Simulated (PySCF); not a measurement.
# C8H10: the cost of one run

Computed with PySCF 2.14.0 and routines of our own; the level stands in each step. Atoms count from 0.

## Step 1: The starting structure

18 atoms, charge 0, multiplicity 1; geometry from: GFN2-xTB.

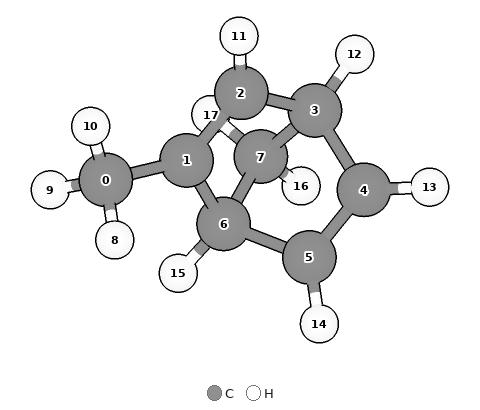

The starting geometry (carbon grey, hydrogen white).

## Step 2: Optimising the geometry at PBE0-D3(BJ)/def2-SVP

The job: settings as JSON, then the geometry in Å.

```
{"job": {"xc": "PBE0", "basis": "def2-SVP", "d3": "d3bj", "grid": 2, "kind": "geom"}, "charge": 0, "multiplicity": 1}
C      2.378332    -0.110745     0.006871
C      0.902626    -0.267656    -0.011683
C      0.123605    -1.228698     0.469667
C     -1.319658    -0.821962     0.207922
C     -1.555982     0.415100     1.061548
C     -0.784216     1.376548     0.577406
C     -0.028317     0.791236    -0.604759
C     -1.125996    -0.135347    -1.155768
H      2.650897     0.782860     0.569425
H      2.760856     0.005545    -1.007557
H      2.852659    -0.974665     0.466346
H      0.404924    -2.122440     0.993333
H     -2.063135    -1.610263     0.284859
H     -2.208136     0.436086     1.913910
H     -0.647543     2.379493     0.935590
H      0.433591     1.503176    -1.283447
H     -2.011084     0.399174    -1.500990
H     -0.772182    -0.811123    -1.934329
```

The run is started by

```console
$ OMP_NUM_THREADS=1 python excited_run.py task.json out
```

The driver reads the jobs from task.json and runs them one after another.

Q: Estimate the wall time and peak memory of this first job on 1 thread of Intel Xeon Platinum 8488C, shared host.

About 56 s, with a peak of 0.76 GiB.
